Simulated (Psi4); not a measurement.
# AlH2ClO (SMILES [OH][AlH][Cl]): M06-2X/aug-cc-pVDZ

What is the vertical ionisation energy of AlH2ClO at M06-2X/aug-cc-pVDZ? Input form: a Python script.

The results are computed with Psi4 1.11.

### 1 Starting point

AlH2ClO: 5 atoms, total charge 0, spin state singlet. As SMILES, `[OH][AlH][Cl]`. Geometry: relaxed at PBE0-D4/def2-TZVP. This is one conformer, not always the lowest.

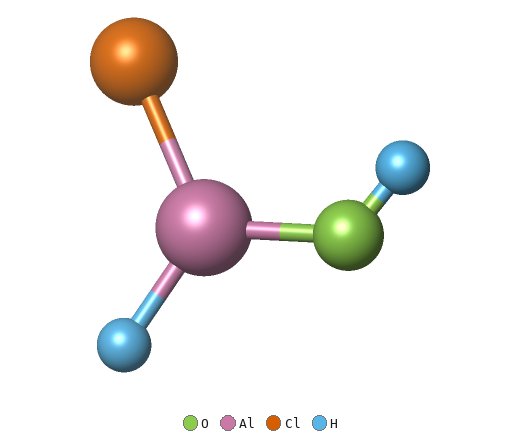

Viewed from a chosen angle; oxygen green, aluminium pink, chlorine orange, hydrogen blue.

### 2 Energy and gradient at M06-2X/aug-cc-pVDZ

Contents of job.py:

```python
import psi4

psi4.set_memory('1600 MB')
psi4.set_num_threads(1)
psi4.core.set_output_file('psi4.out', False)

mol = psi4.geometry("""
0 1
O
Al 1 1.683615
Cl 2 2.095926 1 119.76313
H 1 0.955942 2 124.27312 3 0.01449
H 2 1.563413 1 119.34401 4 -179.99691
symmetry c1
no_reorient
no_com
""")

psi4.set_options({
    'reference': 'rks',
    'puream': True,
    'e_convergence': 1e-09,
    'd_convergence': 1e-08,
    'scf_type': 'pk',
    'dft_radial_points': 99,
    'dft_spherical_points': 590,
})

result, w = psi4.gradient('m06-2x/aug-cc-pVDZ', molecule=mol, return_wfn=True)
psi4.oeprop(w, 'QUADRUPOLE', 'DIPOLE', 'MAYER_INDICES')
print('gradient / Eh bohr^-1')
print(result.np.round(6))
print(f'energy = {w.energy():.10f} Eh')
```

Run with:

```
$ python job.py
```

psi4.out, cut to the lines that bear on the results:

```text
[...]
  Running in c1 symmetry.
[...]
  Nuclear repulsion =  129.301580354118926
[...]
  Multiplicity = 1
[...]
  Nalpha       = 20
  Nbeta        = 20
[...]
    Number of basis functions: 95
[...]
   @RKS iter   1:  -778.94207624631781   -5.14178e-01   7.05790e-03 ADIIS/DIIS
[...]
   @RKS iter  11:  -779.12387347226047   -1.47793e-12   3.38883e-09 DIIS
[...]
    Orbital Energies [Eh]
    ---------------------
    Doubly Occupied:
       1A   -102.652703     2A    -56.916068     3A    -19.645995
       4A     -9.799898     5A     -7.518799     6A     -7.516031
       7A     -7.515513     8A     -4.427340     9A     -2.930523
      10A     -2.928044    11A     -2.925286    12A     -1.112798
      13A     -0.911027    14A     -0.599934    15A     -0.488439
      16A     -0.437910    17A     -0.422679    18A     -0.404578
      19A     -0.395159    20A     -0.383272
[...]
  @RKS Final Energy:  -779.12387347226047
   => Energetics <=
    Nuclear Repulsion Energy =            129.3015803541189257
    One-Electron Energy =               -1335.2486574695280979
    Two-Electron Energy =                 453.5430211779210481
    DFT Exchange-Correlation Energy =     -26.7198175347722788
    Empirical Dispersion Energy =           0.0000000000000000
    VV10 Nonlocal Energy =                  0.0000000000000000
    Total Energy =                       -779.1238734722604704
[...]
  -Total Gradient:
     Atom            X                  Y                   Z
    ------   -----------------  -----------------  -----------------
       1        0.000003941838    -0.002023149419     0.012287907204
       2       -0.000009470890    -0.010333741074    -0.010518983506
       3        0.000002708290     0.008286740292    -0.004363491229
       4       -0.000000480415     0.002484128765     0.001623268317
       5        0.000003356760     0.001596650992     0.000774852834
[...]
 Multipole Moments:
 ------------------------------------------------------------------------------------
     Multipole            Electronic (a.u.)      Nuclear  (a.u.)        Total (a.u.)
 ------------------------------------------------------------------------------------
 L = 1.  Multiply by 2.5417464519 to convert [e a0] to [Debye]
 Dipole X            :         -0.0003272            0.0000669           -0.0002603
 Dipole Y            :         -2.2512624            2.2317054           -0.0195570
 Dipole Z            :          2.0568328           -2.3289946           -0.2721618
 Magnitude           :                                                    0.2728637
 L = 2.  Multiply by 1.3450342976 to convert [e a0^2] to [Debye ang]
 Quadrupole XX       :        -21.6449023            0.0000004          -21.6449019
 Quadrupole XY       :         -0.0025539            0.0020804           -0.0004736
[...]
```

The script printed:

```text
gradient / Eh bohr^-1
[[ 4.0000e-06 -2.0230e-03  1.2288e-02]
 [-9.0000e-06 -1.0334e-02 -1.0519e-02]
 [ 3.0000e-06  8.2870e-03 -4.3630e-03]
 [-0.0000e+00  2.4840e-03  1.6230e-03]
 [ 3.0000e-06  1.5970e-03  7.7500e-04]]
energy = -779.1238734723 Eh
```

Wall time 34 s (1 thread of Intel Xeon 6975P-C (Granite Rapids), shared host); peak memory 0.92 GiB.

### 3 The doublet cation: a single-point energy at UM06-2X/aug-cc-pVDZ

Contents of alclh2o.py:

```python
import psi4

psi4.set_memory('1600 MB')
psi4.set_num_threads(1)
psi4.core.set_output_file('alclh2o.out', False)

molecule = psi4.geometry("""
1 2
O     -1.110100     0.370900    -0.514400
Al     0.431000     0.184900     0.137500
Cl     1.114900    -1.725400     0.662800
H     -1.719500    -0.349100    -0.669500
H      1.333500     1.445000     0.342200
units angstrom
symmetry c1
""")

psi4.set_options({
    'basis': 'aug-cc-pVDZ',
    'reference': 'uks',
    'puream': True,
    'e_convergence': 1e-09,
    'd_convergence': 1e-08,
    'scf_type': 'pk',
    'dft_radial_points': 99,
    'dft_spherical_points': 590,
    'maxiter': 200,
})

energy_value, wavefunction = psi4.energy('m06-2x', return_wfn=True)
psi4.oeprop(wavefunction, 'LOWDIN_CHARGES', 'DIPOLE', 'WIBERG_LOWDIN_INDICES', title='M06-2X')
print('E =', round(energy_value, 9))
for k, v in sorted(psi4.core.scalar_variables().items()):
    print(f'{k:45s} {v:18.10f}')
```

Run with:

```
$ python alclh2o.py
```

alclh2o.out, cut to the lines that bear on the results:

```text
[...]
  Running in c1 symmetry.
[...]
  Nuclear repulsion =  129.301590769676494
[...]
  Multiplicity = 2
[...]
  Nalpha       = 20
  Nbeta        = 19
[...]
    Number of basis functions: 95
[...]
   @UKS iter   1:  -778.51147660771574   -8.35780e-02   6.85678e-03 ADIIS/DIIS
[...]
   @UKS iter  17:  -778.69039972794326   -3.55840e-11   9.95270e-09 DIIS
[...]
   @S^2 Observed:                7.641350554E-01
[...]
    Orbital Energies [Eh]
    ---------------------
    Alpha Occupied:
       1A   -102.973650     2A    -57.170341     3A    -19.864643
       4A    -10.115344     5A     -7.843406     6A     -7.831496
       7A     -7.828592     8A     -4.680165     9A     -3.182414
      10A     -3.181679    11A     -3.178792    12A     -1.327284
      13A     -1.216830    14A     -0.817739    15A     -0.756938
      16A     -0.713507    17A     -0.682323    18A     -0.678266
      19A     -0.648050    20A     -0.626438
    Alpha Virtual:
      21A     -0.222549    22A     -0.206248    23A     -0.151850
      24A     -0.130431    25A     -0.111951    26A     -0.095748
[...]
  @UKS Final Energy:  -778.69039972794326
   => Energetics <=
    Nuclear Repulsion Energy =            129.3015907696764941
    One-Electron Energy =               -1324.6580492997336478
    Two-Electron Energy =                 443.2183805717450014
    DFT Exchange-Correlation Energy =     -26.5523217696311811
    Empirical Dispersion Energy =           0.0000000000000000
    VV10 Nonlocal Energy =                  0.0000000000000000
    Total Energy =                       -778.6903997279432588
[...]
 Multipole Moments:
 ------------------------------------------------------------------------------------
     Multipole            Electronic (a.u.)      Nuclear  (a.u.)        Total (a.u.)
 ------------------------------------------------------------------------------------
 L = 1.  Multiply by 2.5417464519 to convert [e a0] to [Debye]
 Dipole X            :          2.2133154           -1.8025124            0.4108030
 Dipole Y            :         -2.2510968            2.4594517            0.2083550
 Dipole Z            :          1.1926907           -1.0520314            0.1406593
 Magnitude           :                                                    0.4816180
[...]
```

The script printed:

```text
E = -778.690399728
CURRENT ENERGY                                   -778.6903997279
CURRENT REFERENCE ENERGY                         -778.6903997279
DD SOLVATION ENERGY                                 0.0000000000
DFT FUNCTIONAL TOTAL ENERGY                      -778.6903997279
DFT TOTAL ENERGY                                 -778.6903997279
DFT VV10 ENERGY                                     0.0000000000
DFT XC ENERGY                                     -26.5523217696
GRID ELECTRONS ALPHA                               19.9999990762
GRID ELECTRONS BETA                                18.9999993379
GRID ELECTRONS TOTAL                               38.9999984140
NUCLEAR REPULSION ENERGY                          129.3015907697
ONE-ELECTRON ENERGY                             -1324.6580492997
PCM POLARIZATION ENERGY                             0.0000000000
PE ENERGY                                           0.0000000000
SCF ITERATION ENERGY                             -778.6903997279
SCF ITERATIONS                                     17.0000000000
SCF TOTAL ENERGY                                 -778.6903997279
TWO-ELECTRON ENERGY                               443.2183805717
XC GRID RADIAL POINTS                              99.0000000000
XC GRID SPHERICAL POINTS                          590.0000000000
XC GRID TOTAL POINTS                           283997.0000000000
```

Run time: 42 s. Hardware: 1 thread of Intel Xeon 6975P-C (Granite Rapids), shared host; peak memory 0.92 GiB.

### 4 Outcome

Level: M06-2X/aug-cc-pVDZ.

| quantity | value |
| --- | --- |
| singlet AlH2ClO: total energy | -779.12387 Eh |
| singlet AlH2ClO: dipole moment | 0.69 D |
| singlet AlH2ClO: HOMO energy | -10.43 eV |
| singlet AlH2ClO: LUMO energy | -0.44 eV |
| singlet AlH2ClO: HOMO–LUMO gap | 9.99 eV |
| singlet AlH2ClO: largest force on an atom | 0.758 eV/Å |
| doublet cation: total energy | -778.69040 Eh |
| doublet cation: HOMO energy (highest over α and β) | -16.90 eV |
| doublet cation: LUMO energy (lowest over α and β) | -13.23 eV |
| doublet cation: ⟨S²⟩ | 0.764 |
| vertical ionisation energy (to the doublet cation) | 11.795 eV |

In words: The vertical ionisation energy comes to 11.80 eV (1138 kJ/mol). The largest force (singlet AlH2ClO) is 0.76 eV/Å: the shape isn't a stationary point for this species at this level. The negative HOMO energy of the first species, 10.43 eV, lies 1.37 eV below that difference.
